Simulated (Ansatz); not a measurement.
# BNH2O (SMILES BN=O): wB97X/STO-3G

Aim: the electronic atomisation energy of BNH2O at wB97X/STO-3G, from 5 runs. 

The results are computed with Ansatz 0.2.0.

59 further runs of the same task are left out: 4 that didn't finish, 55 set aside as unsound or not needed.

**1. Starting point**

BNH2O: 5 atoms, total charge 0, spin state singlet. As SMILES, `BN=O`. The coordinates come from a GFN2-xTB relaxation.

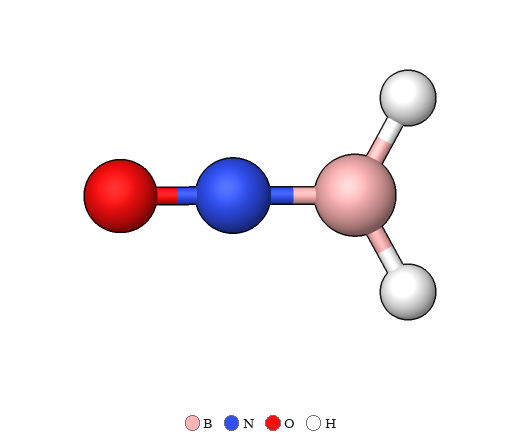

The structure, seen from a chosen angle (boron pink, nitrogen blue, oxygen red, hydrogen white).

**2. A single-point energy at wB97X/STO-3G**

The input, run.yaml:

```yaml
crystal:
  periodic: [false, false, false]
  atoms:
    - symbol: B
      position_ang: [-0.303260, 0.384710, -0.206480]
    - symbol: "N"
      position_ang: [0.435210, -0.552070, 0.296940]
    - symbol: O
      position_ang: [1.113730, -1.415380, 0.760240]
    - symbol: H
      position_ang: [-1.158940, 0.091910, -0.941520]
    - symbol: H
      position_ang: [-0.086740, 1.490830, 0.090820]
basis:
  gaussian: {orbitals: STO-3G}
hamiltonian: {xc: {name: wB97X}}
accuracy: high
```

On the command line:

```sh
ansatz run run.yaml --threads 1 --pin off --max-ram 2610MiB --events-out events.jsonl --progress --plain --runs-dir runs
```

Log:

```text
Warning: RAYON_NUM_THREADS=1 ignored (pool sized by the plan → 1); use --threads N
Functional definition: wB97X
  name "wB97X"
  parameter omega = 0.3/bohr
  parameter cx = 0.157706
  parameter cx1 = 0.726479
  parameter cx2 = 1.04760
  parameter cx3 = -5.70635
  parameter cx4 = 13.2794
  parameter css1 = -4.33879
  parameter css2 = 18.2308
  parameter css3 = -31.7430
  parameter css4 = 17.2901
  parameter cos1 = 2.37031
  parameter cos2 = -11.3995
  parameter cos3 = 6.58405
  parameter cos4 = -3.78132
  exchange = spin_sum(e_x_unif_sr(omega)*poly(b97_u_x, 1 - cx, cx1, cx2, cx3, cx4)) + cx*exact_x_sr(omega)
      + exact_x_lr(omega)
  correlation = spin_sum(e_c_pw_same_spin*poly(b97_u_same, 1, css1, css2, css3, css4))
      + integral(e_c_pw_opposite_spin*poly(b97_u_opposite, 1, cos1, cos2, cos3, cos4))
294 factors; integrals over basis functions are off by at most 2.9e-8 eV
138 factors; integrals over basis functions are off by at most 9.5e-10 eV
mean field evaluation 1: about -4185.3367 eV, gradient 1.8e1 eV
mean field evaluation 2: about -4185.6228 eV, gradient 1.7e1 eV
mean field evaluation 4: about -4186.2878 eV, gradient 1.1e0 eV
mean field evaluation 8: about -4186.2333 eV, gradient 1.2e-2 eV
mean field evaluation 16: about -4186.2333 eV, gradient 2.6e-6 eV
mean field -4186.23328809 eV, -153.8412358063 hartree, gradient 4.7e-8 eV, S^2 0.000000; 0 other end points of the search recorded, 0 dependent functions left out
reference -4186.23328682 eV, -153.8412357599 hartree; 11, 11 occupied and 6, 6 virtual orbitals, 294 factors
Total energy: -4186.23328682 eV, -153.8412357599 hartree
```

Wall time 4.5 s (1 thread of Arm Neoverse V1, shared host); peak memory 0.22 GiB.

**3. The B atom, same level**

The input, molecule.yaml:

```yaml
crystal:
  periodic: [false, false, false]
  atoms:
    - symbol: B
      position_ang: [0.000000, 0.000000, 0.000000]
basis:
  gaussian: {orbitals: STO-3G}
magnetization: {spin_polarized: true, initial_magnetization: 1}
hamiltonian: {xc: {name: wB97X}}
accuracy: high
```

Run the same way, it converges to -24.27115 Eh (log not shown).

**4. The H atom, same level**

The input, run.yaml:

```yaml
crystal:
  periodic: [false, false, false]
  atoms:
    - {symbol: H, position_ang: [0.000000, 0.000000, 0.000000]}
basis:
  gaussian:
    orbitals: STO-3G
magnetization:
  spin_polarized: true
  initial_magnetization: 1
hamiltonian:
  xc: {name: wB97X}
accuracy: high
```

On the command line:

```sh
ansatz run run.yaml --threads 1 --pin off --max-ram 2610MiB --events-out events.jsonl --progress --plain --runs-dir runs
```

Log (excerpt; [...] marks lines left out):

```text
Warning: RAYON_NUM_THREADS=1 ignored (pool sized by the plan → 1); use --threads N
[... 2 set-up lines as earlier in the session ...]
[...]
      + exact_x_lr(omega)
[...]
      + integral(e_c_pw_opposite_spin*poly(b97_u_opposite, 1, cos1, cos2, cos3, cos4))
1 factors; integrals over basis functions are off by at most 4.6e-10 eV
1 factors; integrals over basis functions are off by at most 2.9e-10 eV
[...]
mean field -12.70558344 eV, -0.4669215794 hartree, gradient 0.0e0 eV, S^2 0.750000; 0 other end points of the search recorded, 0 dependent functions left out
reference -12.70558358 eV, -0.4669215842 hartree; 1, 0 occupied and 0, 1 virtual orbitals, 1 factors
Total energy: -12.70558358 eV, -0.4669215842 hartree
```

Wall time 0.26 s (1 thread of Arm Neoverse V1, shared host).

**5. The N atom at the same level**

The input, molecule.yaml:

```yaml
crystal:
  periodic: [false, false, false]
  atoms:
    - symbol: "N"
      position_ang: [0.000000, 0.000000, 0.000000]
basis:
  gaussian: {orbitals: STO-3G}
magnetization: {spin_polarized: true, initial_magnetization: 3}
hamiltonian: {xc: {name: wB97X}}
accuracy: high
```

On the command line:

```sh
ansatz run molecule.yaml --threads 1 --pin off --max-ram 2610MiB --events-out events.jsonl --progress --plain --runs-dir runs
```

Log (excerpt; [...] marks lines left out):

```text
Warning: RAYON_NUM_THREADS=1 ignored (pool sized by the plan → 1); use --threads N
[... 2 set-up lines as earlier in the session ...]
[...]
      + exact_x_lr(omega)
[...]
      + integral(e_c_pw_opposite_spin*poly(b97_u_opposite, 1, cos1, cos2, cos3, cos4))
15 factors; integrals over basis functions are off by at most 1.1e-9 eV
15 factors; integrals over basis functions are off by at most 3.3e-10 eV
[...]
mean field -1466.49054326 eV, -53.8925334418 hartree, gradient 0.0e0 eV, S^2 3.750000; 0 other end points of the search recorded, 0 dependent functions left out
reference -1466.49054312 eV, -53.8925334367 hartree; 5, 2 occupied and 0, 3 virtual orbitals, 15 factors
Total energy: -1466.49054312 eV, -53.8925334367 hartree
```

Run time: 0.68 s. Hardware: 1 thread of Arm Neoverse V1, shared host; peak memory 0.13 GiB.

**6. The O atom**

The input, job.yaml:

```yaml
crystal:
  periodic: [false, false, false]
  atoms:
    - {symbol: O, position_ang: [0.000000, 0.000000, 0.000000]}
basis:
  gaussian:
    orbitals: STO-3G
magnetization:
  spin_polarized: true
  initial_magnetization: 2
hamiltonian:
  xc: {name: wB97X}
accuracy: high
```

Run the same way, it converges to -74.03628 Eh (log not shown).

**7. Results**

Level: wB97X/STO-3G.

| quantity | value |
| --- | --- |
| molecule: total energy | -153.84124 Eh |
| B atom: total energy | -24.27115 Eh |
| B atom: ⟨S²⟩ | 0.750 |
| H atom: total energy | -0.46692 Eh |
| H atom: ⟨S²⟩ | 0.750 |
| N atom: total energy | -53.89253 Eh |
| N atom: ⟨S²⟩ | 3.750 |
| O atom: total energy | -74.03628 Eh |
| O atom: ⟨S²⟩ | 2.000 |
| electronic atomisation energy | 19.250 eV |

What this shows: Taking the molecule apart into free atoms costs 19.25 eV (444 kcal/mol), before zero-point energy and without spin-orbit coupling. In a minimal basis such a difference can be off by several eV, whatever the method.
